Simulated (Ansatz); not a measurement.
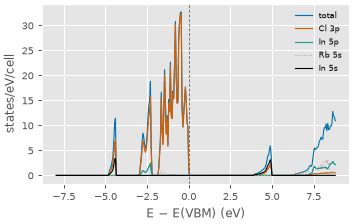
Figure: Total and projected density of states of Rb₂NaInCl₆ in space group Fm-3m (No. 225; Rb on 8c, Na on 4b, In on 4a, Cl on 24e), the program Ansatz at the r²SCAN level (PAW)

Which orbitals carry the states next to the gap?

Top 1 eV of the valence band: Cl 3p 99 %. Bottom 1 eV of the conduction band: In 5s 51 %, Cl 3p 32 %, Cl 3s 6 %, outside the projected shells 6 %. Projections are on Löwdin-orthogonalised atomic valence shells; empty p or d shells of many metals are not among them.

Where is the tallest occupied peak in this window, and what makes it?

Near -0.4 eV, about 33 states/eV per cell; the largest projected share is Cl 3p.

The first step of the workflow began from a Materials Project structure, measured or hypothetical; the Crystallography Open Database copy checked does not list it. Whether it is the stable phase at ambient conditions was not checked. The r²SCAN relaxation kept the symmetry of its start; its stability against distortions is not shown here. Spin–orbit coupling is left out wherever it is not named.

Potentials: the later of the program's two PAW sets.
